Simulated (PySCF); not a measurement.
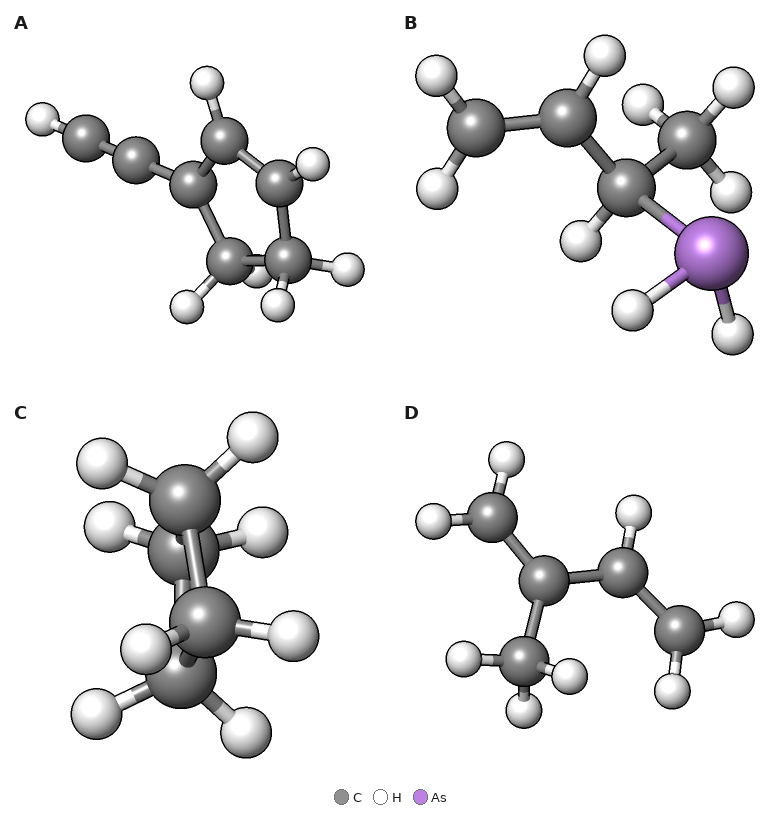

The picture comes from a calculation with PySCF.

Question: Which panel belongs to which SMILES?
(1) C=CC(=C)C
(2) C=C[C@@H](C)[AsH2]
(3) C#C[C+]1C=CCC1
(4) C1CCC1

Answer: A is (3), B is (2), C is (4), D is (1).
